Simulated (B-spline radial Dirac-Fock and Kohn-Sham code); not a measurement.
Atomic W in the configuration [Xe] 4f14 5d6, which is not the ground configuration. The calculation used Thomson × f² and Klein–Nishina × S on Dirac–Fock densities, without anomalous dispersion (a B-spline radial code).

What should this plot look like? Coherent and incoherent photon scattering cross sections against photon energy, computed at the marked points and joined by straight lines.

Coherent scattering falls from 3510 b at 1.00 keV to 0.756 b at 1.00 MeV. Incoherent scattering is largest at 200 keV among the points computed (28.1 b), and it overtakes the coherent part between 20.0 keV and 200 keV.

The computed plot:

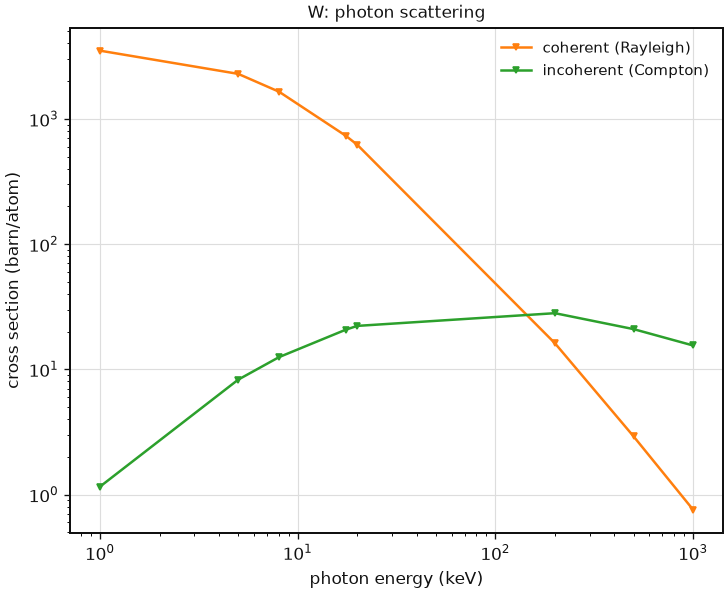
